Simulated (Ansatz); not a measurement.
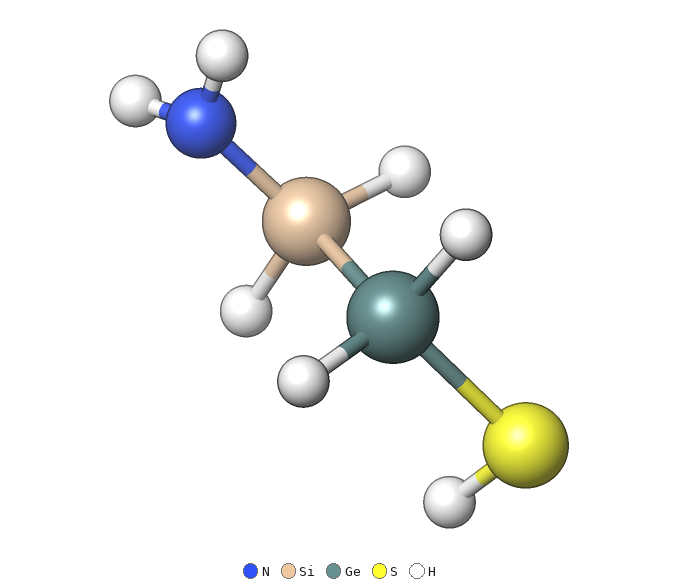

A ball-and-stick model of a molecule.

**What is the molecular formula?**

GeH7NSSi, 11 atoms: 1 germanium, 7 hydrogen, 1 nitrogen, 1 sulfur and 1 silicon.

**Give the symmetry (Schoenflies symbol).**

C1.

**Name some functional groups or characteristic bonds that it holds.**

Among them: Si–H bond, Si–N bond.

**Give a SMILES string for it.**

N[SiH2][GeH2][SH]

The parts below concern this one geometry. Atoms keep their numbers from picture to picture. Computed geometry: PBE0-D4/def2-TZVP optimisation.

Electronic properties

Method: RKS B3LYP-D4/def2-TZVPP (Ansatz 0.2.0).

**Give the LUMO energy (Kohn–Sham orbital) at this level.**

−0.77 eV.

**What is the dipole moment?**

2.92 D.

**What is the dispersion correction?**

−40.8 kJ/mol.

**Estimate the HOMO energy (Kohn–Sham orbital).**

−6.67 eV.

Vibrations

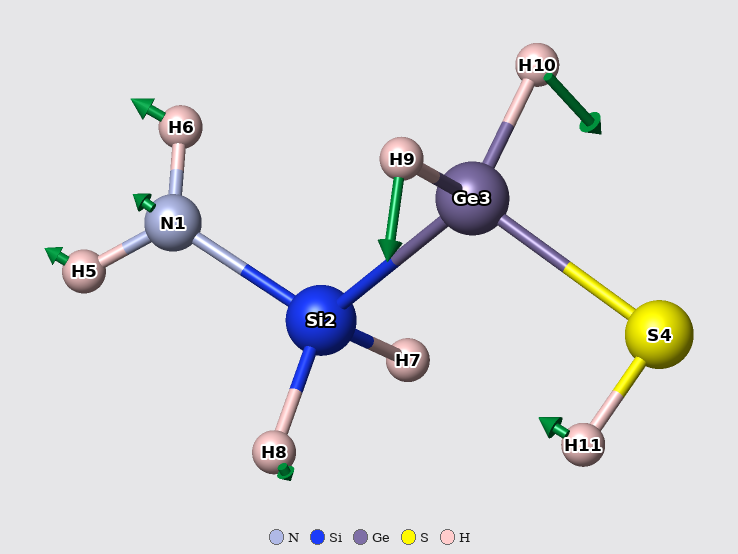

The arrows show one normal mode. Harmonic vibrations computed with RKS PBE0-D4/def2-TZVP (Ansatz 0.2.0) at a stationary point of the same level.

**At what wavenumber does it lie?**

850 cm⁻¹; it is mode 16 of 27 counted from the lowest.

Charges

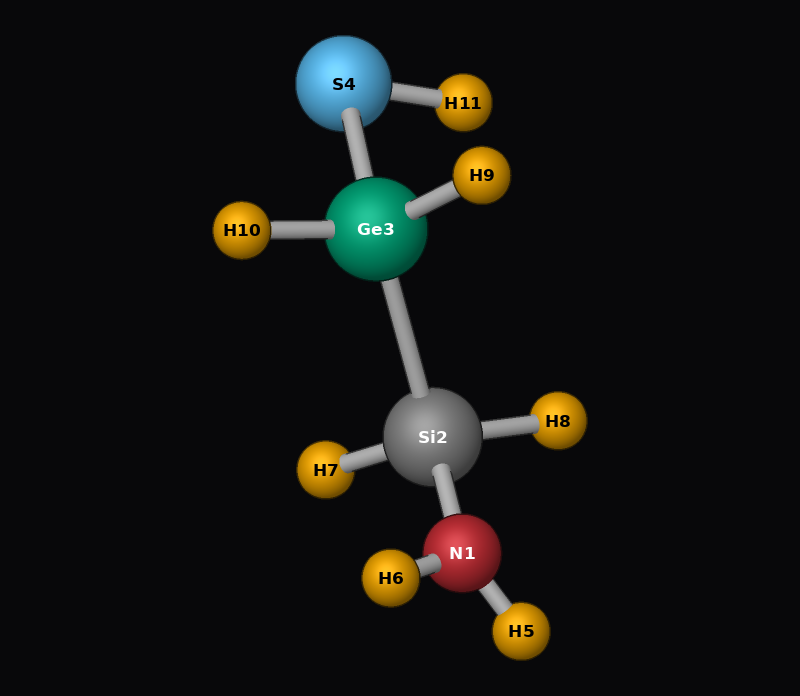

The questions are on Mulliken charges. Method: RKS PBE0-D4/def2-TZVP (Ansatz 0.2.0).

Give the Mulliken charges atom by atom.

```csv
atom,value (e)
N1,−0.63
Si2,0.23
Ge3,0.14
S4,−0.38
H5,0.25
H6,0.24
H7,−0.03
H8,−0.02
H9,0.02
H10,0.02
H11,0.17
```

Mulliken values depend strongly on the basis set and can even reverse the polarity of a bond.
